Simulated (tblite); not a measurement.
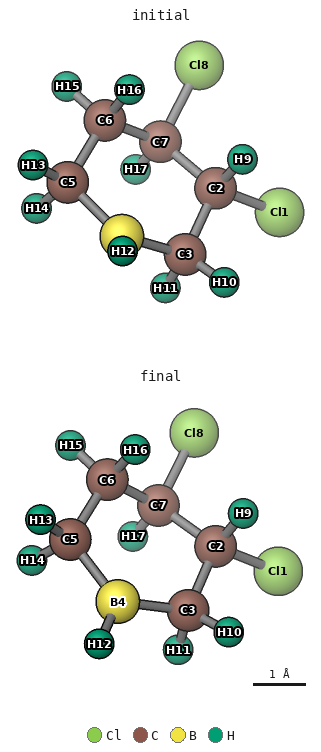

The structure of C$_{5}$H$_{9}$BCl$_{2}$ before (top) and after (bottom) a relaxation, at one scale.

A ball-and-stick model, seen at a tilt.

Computed with tblite, GFN2-xTB geometry optimisation, gas phase. 

> Describe what moved and what it gained.

The largest move after the best rigid fit is that of H12, 0.91 Å. Largest moves by element: H 0.91 Å, Cl 0.25 Å, C 0.16 Å, B 0.14 Å. Among the contacts that change: C6–H16 1.128 → 1.092 Å, C2–H9 1.125 → 1.093 Å, C6–C7 1.551 → 1.524 Å, B4–H12 1.195 → 1.170 Å. Bond angles that change, for instance: C2–C3–B4 110.1° → 115.8°, H10–C3–H11 109.7° → 104.8°, B4–C5–C6 110.1° → 114.7°. Groups turn about C3–B4 by about 35°, B4–C5 by about 35°. The energy falls by 27.2 kJ/mol in 65 geometry steps. Cost: 0.86 s on 1 thread of Arm Neoverse N1, on a shared host.
